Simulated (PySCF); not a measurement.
```xyz
17

Si   -3.1355    0.1509    0.8997
N    -2.2557   -0.3115   -0.5166
Si   -0.6045   -0.0211   -0.9867
Si    0.7275   -0.2552    0.8637
O     2.2694   -0.1812    0.3438
Si    3.6169    0.1392   -0.4820
H    -4.3826   -0.6151    0.8660
H    -2.2984   -0.1989    2.0460
H    -3.4440    1.5867    0.9211
H    -2.8523   -0.5326   -1.2974
H    -0.5102    1.3028   -1.6475
H    -0.3847   -0.9889   -2.0806
H     0.6337    0.8122    1.8735
H     0.6913   -1.5380    1.5805
H     3.2715    0.1760   -1.9036
H     4.5394   -0.9488   -0.1700
H     4.1110    1.4355   -0.0210
```

Geometry: GFN2-xTB.

Method: CAM-B3LYP/def2-SVPD, SCF density, gas phase in PySCF.

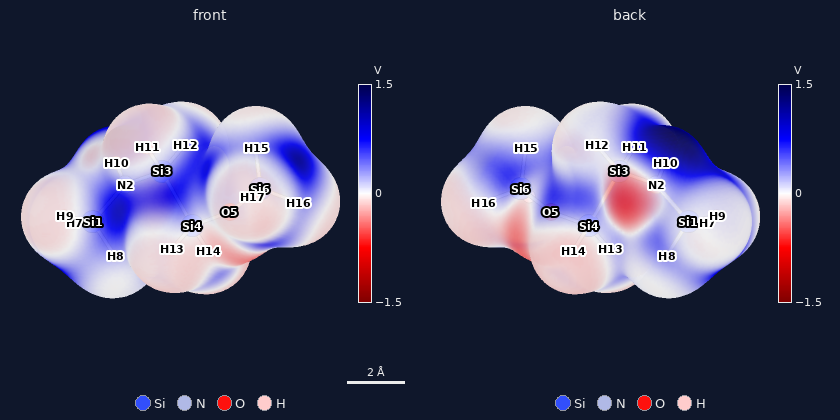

H$_{11}$NOSi$_{4}$ (SMILES [SiH3]N[SiH2][SiH2]O[SiH3]). The molecular electrostatic potential painted on the density surface at 0.001 e/bohr³, seen from the front and from behind; red is negative and blue positive.

### Which sites attract a positive test charge, and which a negative one?

A positive charge is drawn to the negative regions and a negative charge to the positive ones. The most negative region (about −0.5 V) lies over N2, the most positive (about +1.4 V) over H10.

### What dipole moment does the calculation give?

Its dipole moment is 0.98 D.
